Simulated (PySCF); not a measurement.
# [SiPH4]− (SMILES [SiH2-]P): FCI/STO-3G

Aim: the vertical ionisation energy of [SiPH4]− at FCI/STO-3G, from 2 runs. The job is set up through a Python script.

The results are computed with PySCF 2.14.0.

5 further runs of the same task are left out: 5 set aside as unsound or not needed.

## (1) The structure to begin with

The species is [SiPH4]− (6 atoms), meant as a singlet with charge -1. As SMILES, `[SiH2-]P`. Geometry: relaxed at GFN2-xTB. This is one conformer, not always the lowest.

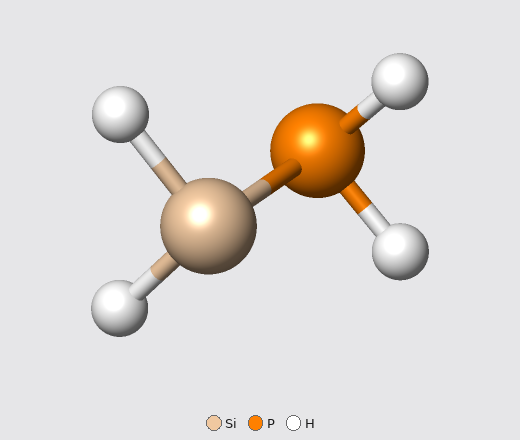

Viewed from a chosen angle; silicon light orange, phosphorus orange, hydrogen white.

## (2) A single-point energy at FCI/STO-3G

Contents of input.py:

```python
from pyscf import gto, scf, mcscf
from pyscf import fci

mol = gto.M(
    atom='''
Si   0.357650  -1.019850  -0.132620
P   -0.355230   1.071380   0.132600
H   -0.387090  -1.600590   1.036860
H   -0.642080  -1.408110  -1.185860
H    0.407400   1.565440  -0.899820
H    0.619350   1.391730   1.048840
''',
    max_memory=1860,
    spin=0,
    charge=-1,
    verbose=4,
    basis='sto-3g',
)

hf = scf.RHF(mol)
hf.conv_tol = 1e-10
hf.kernel()
if not hf.converged:
    hf = hf.newton().run(hf.mo_coeff, hf.mo_occ)

cas = mcscf.CASCI(hf, hf.mo_coeff.shape[-1] - 10, (mol.nelec[0] - 10, mol.nelec[1] - 10))  # full CI above the frozen core
cas.fcisolver = fci.direct_spin0.FCI(mol)  # even spin states alone
cas.kernel()
print('<S^2> = %.4f' % cas.fcisolver.spin_square(cas.ci, cas.ncas, cas.nelecas)[0])
etot = cas.e_tot
print('Final energy', etot)
```

Command:

```sh
$ OMP_NUM_THREADS=1 python input.py
```

The program printed:

```text
PySCF version 2.14.0

[INPUT] num. atoms = 6
[INPUT] num. electrons = 34
[INPUT] charge = -1
[INPUT] spin (= nelec alpha-beta = 2S) = 0
[INPUT] symmetry False subgroup None
[INPUT] Mole.unit = angstrom
[INPUT] Symbol           X                Y                Z      unit          X                Y                Z       unit  Magmom
[INPUT]  1 Si     0.357650000000  -1.019850000000  -0.132620000000 AA    0.675860548451  -1.927237188138  -0.250615478640 Bohr   0.0
[INPUT]  2 P     -0.355230000000   1.071380000000   0.132600000000 AA   -0.671287411229   2.024614775337   0.250577684117 Bohr   0.0
[INPUT]  3 H     -0.387090000000  -1.600590000000   1.036860000000 AA   -0.731494085558  -3.024676737718   1.959381429517 Bohr   0.0
[INPUT]  4 H     -0.642080000000  -1.408110000000  -1.185860000000 AA   -1.213355350061  -2.660942253261  -2.240950622077 Bohr   0.0
[INPUT]  5 H      0.407400000000   1.565440000000  -0.899820000000 AA    0.769874423148   2.958252864439  -1.700413361406 Bohr   0.0
[INPUT]  6 H      0.619350000000   1.391730000000   1.048840000000 AA    1.170401875249   2.629988539341   1.982020348489 Bohr   0.0

nuclear repulsion = 83.5745441266326
number of shells = 14
number of NR pGTOs = 66
number of NR cGTOs = 22
basis = sto-3g
ecp = {}

******** <class 'pyscf.scf.hf.RHF'> ********
method = RHF
initial guess = minao
damping factor = 0
level_shift factor = 0
DIIS = <class 'pyscf.scf.diis.CDIIS'>
diis_start_cycle = 1
diis_space = 8
diis_damp = 0
SCF conv_tol = 1e-10
SCF conv_tol_grad = None
SCF max_cycles = 50
direct_scf = True
direct_scf_tol = 1e-13
Set gradient conv threshold to 1e-05
Initial guess from minao.
init E= -624.201101365343
  HOMO = -0.0997755383694285  LUMO = 0.305522928968469  gap/eV = 11.02873
cycle= 1 E= -624.608319893043  delta_E= -0.407  |g|= 0.223  |ddm|= 2.78
  HOMO = 0.149725036493371  LUMO = 0.722895935154143  gap/eV = 15.59677
cycle= 2 E= -624.633476446537  delta_E= -0.0252  |g|= 0.0336  |ddm|= 0.447
  HOMO = 0.115003805642923  LUMO = 0.716839075117353  gap/eV = 16.37677
cycle= 3 E= -624.634253067003  delta_E= -0.000777  |g|= 0.00873  |ddm|= 0.0957
  HOMO = 0.113411437836872  LUMO = 0.718529273036284  gap/eV = 16.46610
cycle= 4 E= -624.63431720243  delta_E= -6.41e-05  |g|= 0.00107  |ddm|= 0.035
  HOMO = 0.113625768560052  LUMO = 0.718874417306089  gap/eV = 16.46965
cycle= 5 E= -624.634318187235  delta_E= -9.85e-07  |g|= 0.000145  |ddm|= 0.00468
  HOMO = 0.113583407972936  LUMO = 0.718871591246578  gap/eV = 16.47073
cycle= 6 E= -624.634318207507  delta_E= -2.03e-08  |g|= 3.71e-05  |ddm|= 0.00062
  HOMO = 0.113589929928814  LUMO = 0.718871819508909  gap/eV = 16.47056
cycle= 7 E= -624.634318208788  delta_E= -1.28e-09  |g|= 6.27e-06  |ddm|= 0.000156
  HOMO = 0.113590436716379  LUMO = 0.718872712807801  gap/eV = 16.47057
cycle= 8 E= -624.634318208828  delta_E= -3.98e-11  |g|= 8.34e-07  |ddm|= 2.81e-05
  HOMO = 0.113590346074033  LUMO = 0.718872669715021  gap/eV = 16.47057
Extra cycle  E= -624.63431820883  delta_E= -1.59e-12  |g|= 3.14e-07  |ddm|= 2.52e-06
converged SCF energy = -624.63431820883

******** <class 'pyscf.mcscf.casci.CASCI'> ********
CAS (7e+7e, 12o), ncore = 10, nvir = 0
natorb = False
canonicalization = True
sorting_mo_energy = False
******** <class 'pyscf.fci.direct_spin0.FCISolver'> ********
max. cycles = 100
conv_tol = 1e-10
davidson only = False
linear dependence = 1e-14
level shift = 0.001
max iter space = 12
nroots = 1
pspace_size = 400
spin = None
Density matrix diagonal elements [1.99141101 1.9866286  1.97203032 1.97241633 1.97564158 1.97904654
 1.97336132 0.03359928 0.03530755 0.03003541 0.02403517 0.02648689]
CASCI converged
CASCI E = -624.727899552316  E(CI) = -27.9971452497134  S^2 = 0.0000000
<S^2> = 0.0000
Final energy -624.7278995523159
```

Wall time 6.9 s (1 thread of Arm Neoverse V1, shared host); peak memory 0.25 GiB.

## (3) Doublet neutral SiPH4, same level

Contents of calc.py:

```python
from pyscf import gto, mcscf

molecule = gto.M(
    atom='''
Si       0.357650      -1.019850      -0.132620
P       -0.355230       1.071380       0.132600
H       -0.387090      -1.600590       1.036860
H       -0.642080      -1.408110      -1.185860
H        0.407400       1.565440      -0.899820
H        0.619350       1.391730       1.048840
''',
    spin=1,
    max_memory=1860,
    basis='sto-3g',
    verbose=3,
)

hf = molecule.ROHF()
hf.conv_tol = 1e-10
hf.kernel()
if not hf.converged:
    hf = hf.newton().run(hf.mo_coeff, hf.mo_occ)

cas = mcscf.CASCI(hf, hf.mo_coeff.shape[-1] - 10, (molecule.nelec[0] - 10, molecule.nelec[1] - 10))  # full CI above the frozen core
cas.fix_spin_(ss=0.75)
cas.kernel()
etot = cas.e_tot
print('E(%s) = %.9f' % ('FCI', etot))
```

Command:

```sh
$ OMP_NUM_THREADS=1 python calc.py
```

The program printed:

```text
converged SCF energy = -624.773687063233
CASCI E = -624.876614663360  E(CI) = -28.1427717506961  S^2 = 0.7500000
E(FCI) = -624.876614663
```

It took 17 s on 1 thread of Arm Neoverse V1, shared host; peak memory 0.28 GiB.

## (4) Outcome

At FCI/STO-3G, 10 core orbitals frozen:

```
                                                               quantity          value
                                         singlet [SiPH4]−: total energy  -624.72790 Eh
                  singlet [SiPH4]−: HOMO energy (Hartree–Fock orbitals)        3.09 eV
                  singlet [SiPH4]−: LUMO energy (Hartree–Fock orbitals)       19.56 eV
singlet [SiPH4]−: HOMO–LUMO gap (to an unbound level, set by the basis)       16.47 eV
         singlet [SiPH4]−: correlation energy (10 core orbitals frozen)      -93.6 mEh
                                    doublet neutral SiPH4: total energy  -624.87661 Eh
            doublet neutral SiPH4: dipole moment (Hartree–Fock density)         1.94 D
    doublet neutral SiPH4: correlation energy (10 core orbitals frozen)     -102.9 mEh
                    vertical detachment energy (to the doublet neutral)      -4.047 eV
```

The species is unbound against losing an electron at this level, by 4.05 eV (−93 kcal/mol); missing correlation or diffuse functions can give that sign where the real anion is bound. In a minimal basis such a difference can be off by several eV, whatever the method. Mulliken charges (singlet [SiPH4]−) of the mean-field density run from -0.32 on H3 to +0.02 on Si1; they depend strongly on the basis. The HOMO (singlet [SiPH4]−) lies at positive energy, 3.09 eV: the electron is unbound at this level or held by a compact basis; values depend on the basis.
